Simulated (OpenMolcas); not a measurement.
Run report: C2H5S, excited-state calculation (part 1 of 2)

- system: C2H5S, multiplicity 2
- method: MC-PDFT (tLSDA)/6-31G* (OpenMolcas 26.06)

The geometry comes from this level: GFN2-xTB.

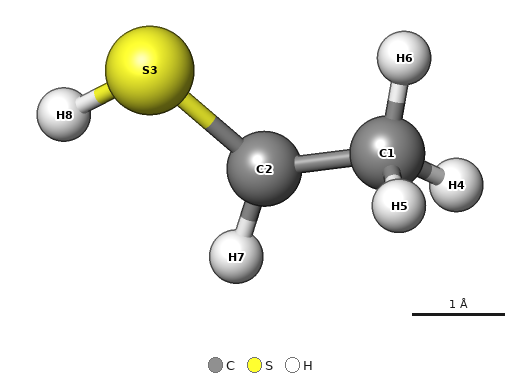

The input geometry (ball-and-stick view, seen at a tilt; atoms are numbered from 1 in the order of the input).

**Summary**

```csv
quantity,value
outcome,converged
total energy,−475.813299 hartree
basis functions,59
dipole moment,1.32 debye
hardware,"1 thread of Intel Xeon @ 3.00GHz (Skylake/Cascade Lake), 16 GiB of memory available, shared host"
wall time,4.5 s
peak memory,0.082 GiB
```

**Input file**
```
&GATEWAY
 Coord = coord.xyz
 Basis = 6-31G*
 Group = NoSym
 RICD

&SEWARD

&RASSCF
 FileOrb = $CurrDir/step2.RasOrb
 Spin = 2
 Nactel = 3 0 0
 Inactive = 15
 Ras2 = 3
 CIRoot = 3 3 1
 OrbListing = Nothing

&MCPDFT
 KSDFT = T:LSDA
```

**File coord.xyz**
```
8

C     -0.536270     0.815100    -0.374440
C      0.000820    -0.503970     0.026670
S      1.290910    -0.560220     1.178140
H     -1.584510     0.720560    -0.659330
H     -0.002500     1.235360    -1.235850
H     -0.453840     1.524320     0.446660
H     -0.080980    -1.341030    -0.643090
H      1.366380    -1.890110     1.261240
```

Launch command:
```bash
export MOLCAS_MEM=1860
pymolcas step8.inp > step8.log
```

**What the program printed**
```
--- Start Module: gateway ---

                                              &GATEWAY

                       available to each process: 1.9 GB of memory, 1 thread

++    Symmetry information:
      ---------------------

                    Character Table for C1

                             E
                    a        1  x, y, xy, Rz, z, xz, Ry, yz, Rx, I
--

++    Basis set information:
      ----------------------

      Basis set label: C.6-31G**....

      Electronic valence basis set:
      ------------------
      Associated Effective Charge   6.000000 au
      Associated Actual Charge      6.000000 au
      Nuclear Model: Point charge

      Shell  nPrim  nBasis  Cartesian Spherical Contaminant
         s      10       3        X
         p       4       2        X
         d       1       1        X

      Basis set label: S.6-31G**....

      Electronic valence basis set:
      ------------------
      Associated Effective Charge  16.000000 au
      Associated Actual Charge     16.000000 au
      Nuclear Model: Point charge

      Shell  nPrim  nBasis  Cartesian Spherical Contaminant
         s      16       4        X
         p      10       3        X
         d       1       1        X

      Basis set label: H.6-31G....

      Electronic valence basis set:
      ------------------
      Associated Effective Charge   1.000000 au
      Associated Actual Charge      1.000000 au
      Nuclear Model: Point charge

      Shell  nPrim  nBasis  Cartesian Spherical Contaminant
         s       4       2        X
--

++    Molecular structure info:
      -------------------------

                    ************************************************
                    **** Cartesian Coordinates / bohr, angstrom ****
                    ************************************************

     Center  Label                x              y              z                     x              y              z
        1      C1              -1.013403       1.540316      -0.707589             -0.536270       0.815100      -0.374440
        2      C2               0.001550      -0.952365       0.050399              0.000820      -0.503970       0.026670
        3      S3               2.439466      -1.058662       2.226362              1.290910      -0.560220       1.178140
        4      H4              -2.994290       1.361661      -1.245953             -1.584510       0.720560      -0.659330
        5      H5              -0.004724       2.334492      -2.335418             -0.002500       1.235360      -1.235850
        6      H6              -0.857633       2.880547       0.844065             -0.453840       1.524320       0.446660
        7      H7              -0.153030      -2.534179      -1.215264             -0.080980      -1.341030      -0.643090
        8      H8               2.582084      -3.571790       2.383398              1.366380      -1.890110       1.261240

                    ***************************************
                    *    InterNuclear Distances / bohr    *
                    ***************************************

               1 C1            2 C2            3 S3            4 H4            5 H5            6 H6
    1 C1       0.000000
    2 C2       2.796093        0.000000
    3 S3       5.223511        3.269488        0.000000
    4 H4       2.060501        4.001287        6.887717        0.000000
    5 H5       2.073156        4.061477        6.188489        3.327287        0.000000
    6 H6       2.056238        4.007408        5.319679        3.352684        3.336876        0.000000
    7 H7       4.195174        2.031732        4.554446        4.821957        4.998070        5.835801
    8 H8       6.972472        4.354702        2.522065        8.282939        7.990180        7.472206

               7 H7            8 H8
    7 H7       0.000000
    8 H8       4.637656        0.000000

                    *******************************************
                    *    InterNuclear Distances / angstrom    *
                    *******************************************

               1 C1            2 C2            3 S3            4 H4            5 H5            6 H6
    1 C1       0.000000
    2 C2       1.479629        0.000000
    3 S3       2.764163        1.730139        0.000000
    4 H4       1.090370        2.117390        3.644823        0.000000
    5 H5       1.097067        2.149241        3.274808        1.760724        0.000000
    6 H6       1.088114        2.120629        2.815053        1.774164        1.765799        0.000000
    7 H7       2.219991        1.075146        2.410109        2.551670        2.644865        3.088173
    8 H8       3.689673        2.304409        1.334619        4.383143        4.228221        3.954121

               7 H7            8 H8
    7 H7       0.000000
    8 H8       2.454142        0.000000

                    **************************************
                    *    Valence Bond Angles / degree    *
                    **************************************
                          Atom centers                 Phi
                      2 C2       1 C1       4 H4       110.03
                      2 C2       1 C1       5 H5       112.19
                      2 C2       1 C1       6 H6       110.43
                      4 H4       1 C1       5 H5       107.21
                      4 H4       1 C1       6 H6       109.06
                      5 H5       1 C1       6 H6       107.82
                      1 C1       2 C2       7 H7       119.84

           ***************************************************************
           *              Valence Dihedral Angles / degree               *
           ***************************************************************
                    Atom centers                       Phi1     Phi2     Theta
           4 H4       1 C1       2 C2       7 H7        110.03   119.84    54.45
           5 H5       1 C1       2 C2       7 H7        112.19   119.84   -64.81
           6 H6       1 C1       2 C2       7 H7        110.43   119.84   174.89
--

            Nuclear Potential Energy            100.28152996 au

--- Stop Module: gateway /rc=_RC_ALL_IS_WELL_ ---

--- Start Module: seward ---

                                              &SEWARD

                       available to each process: 1.9 GB of memory, 1 thread

               SEWARD will generate:
                  Multipole Moment integrals up to order  2
                  Kinetic Energy integrals
                  Nuclear Attraction integrals (point charge)
                  One-Electron Hamiltonian integrals
                  Velocity integrals
                  Orbital angular momentum around (  1.0558  -0.4314   1.0115 )
                  Velocity quadrupole around (  1.0558  -0.4314   1.0115 )
                  RI decomposed two-electron repulsion integrals stored Cholesky style
                   - acCD auxiliary basis
                   - CD Threshold:   1.00E-04

                   Integrals are discarded if absolute value <: 1.00E-14
                   Integral cutoff threshold is set to       <: 1.00E-16

            Nuclear Potential Energy            100.28152996 au

      Basis set specifications :
      Symmetry species         a
      Basis functions           59

--- Stop Module: seward /rc=_RC_ALL_IS_WELL_ ---

--- Start Module: rasscf ---

                                              &RASSCF

                       available to each process: 1.9 GB of memory, 1 thread

      Header of the ONEINT file:
      --------------------------

      OrdInt status: non-squared

      Cartesian coordinates in angstrom:
      -----------------------------------------------------
      No.  Label        X            Y            Z
      -----------------------------------------------------
       1   C1        -0.53627000   0.81510000  -0.37444000
       2   C2         0.00082000  -0.50397000   0.02667000
       3   S3         1.29091000  -0.56022000   1.17814000
       4   H4        -1.58451000   0.72056000  -0.65933000
       5   H5        -0.00250000   1.23536000  -1.23585000
       6   H6        -0.45384000   1.52432000   0.44666000
       7   H7        -0.08098000  -1.34103000  -0.64309000
       8   H8         1.36638000  -1.89011000   1.26124000
      -----------------------------------------------------
      Nuclear repulsion energy =  100.28152996

++    Wave function specifications:
      -----------------------------

      Number of closed shell electrons          30
      Number of electrons in active shells       3
      Max number of holes in RAS1 space          0
      Max nr of electrons in RAS3 space          0
      Number of inactive orbitals               15
      Number of active orbitals                  3
      Number of secondary orbitals              41
      Spin quantum number                      0.5
      State symmetry                             1
--

++    Orbital specifications:
      -----------------------

      Symmetry species                           1
                                                 a
      Frozen orbitals                            0
      Inactive orbitals                         15
      Active orbitals                            3
      RAS1 orbitals                              0
      RAS2 orbitals                              3
      RAS3 orbitals                              0
      Secondary orbitals                        41
      Deleted orbitals                           0
      Number of basis functions                 59
--

++    CI expansion specifications:
      ----------------------------

      Number of CSFs                             8
      Number of determinants                     9
      Number of root(s) required                 3
      Root chosen for geometry opt.              3
      CI roots used                              1     2     3
      weights                                0.333 0.333 0.333
      highest root included in the CI            3
      max. size of the explicit Hamiltonian      8
--

++    Optimization specifications:
      ----------------------------

      RASSCF algorithm: LK RI/DF
      Maximum number of macro iterations       200
      Maximum number of SX iterations          100
      Threshold for RASSCF energy            1.000E-08
      Threshold for max MO rotation          1.000E-01
      Threshold for max BLB element          1.000E-04
      Level shift parameter                  5.000E-01
      Make Quasi-Newton update
--

      The MO-coefficients are taken from the file:
      step2.RasOrb
      Title: RASSCF average (pseudo-natural) orbitals

      Total molecular charge    0.00

      ************************************************************************************************************************
      *                                            Wave function control section                                             *
      ************************************************************************************************************************

                                         RASSCF iterations: Energy and convergence statistics
                                         ----------------------------------------------------

          iter iter root      energy       change     param      element    value   shift minimum  type update hh:mm:ss
 Nr of preliminary CI iterations:   1
        1   1    3    0  -475.97307520    0.00E+00  -9.94E-06   14  29 1 -2.29E-05   0.26   0.00    SX    NO    0:00:00
        2   1    3    0  -475.97307521   -3.71E-09  -4.29E-06   15  19 1 -5.83E-06   0.26   0.00    SX    NO    0:00:00
        3   1    3    0  -475.97307521   -2.88E-10  -4.24E-06   15  19 1 -8.25E-06   0.26   0.00    SX    NO    0:00:00
        4   1    3    0  -475.97307521   -4.03E-10   1.92E-06   15  19 1 -3.25E-06   0.26   0.00    SX    NO    0:00:00
      Convergence after  4 iterations
        5   1    3    0  -475.97307521   -6.33E-11   1.92E-06   15  19 1 -3.31E-06   0.26   0.00    SX    NO    0:00:00

      ************************************************************************************************************************
                                                      Wave function printout:
                       occupation of active orbitals, and spin coupling of open shells (u,d: Spin up or down)
      ************************************************************************************************************************

      Note: transformation to natural orbitals
      has been made, which may change the order of the CSFs.

      printout of CI-coefficients larger than  0.05 for root  1
      energy=    -476.101013
      conf/sym  111     Coeff  Weight
             1  2u0   0.88596 0.78493
             2  u20  -0.23302 0.05430
             3  20u   0.36313 0.13187
             4  udu  -0.13563 0.01840
             6  uud  -0.08768 0.00769

      printout of CI-coefficients larger than  0.05 for root  2
      energy=    -475.951298
      conf/sym  111     Coeff  Weight
             1  2u0  -0.38067 0.14491
             2  u20  -0.18704 0.03498
             3  20u   0.85545 0.73180
             4  udu   0.07701 0.00593
             5  02u  -0.23134 0.05352
             6  uud  -0.07572 0.00573
             7  u02   0.09483 0.00899
             8  0u2  -0.11887 0.01413

      printout of CI-coefficients larger than  0.05 for root  3
      energy=    -475.866914
      conf/sym  111     Coeff  Weight
             1  2u0   0.13391 0.01793
             2  u20   0.82494 0.68053
             3  20u   0.20412 0.04166
             4  udu   0.27460 0.07541
             5  02u  -0.06733 0.00453
             6  uud  -0.31894 0.10172
             7  u02  -0.27775 0.07715

      Natural orbitals and occupation numbers for root  1
      sym 1:   1.997153   1.000079   0.002768

      Natural orbitals and occupation numbers for root  2
      sym 1:   1.822963   0.196893   0.980144

      Natural orbitals and occupation numbers for root  3
      sym 1:   1.013002   1.616647   0.370351

      ************************************************************************************************************************
      *                                                    Final results                                                     *
      ************************************************************************************************************************

++    Final optimization conditions:
      ------------------------------
```
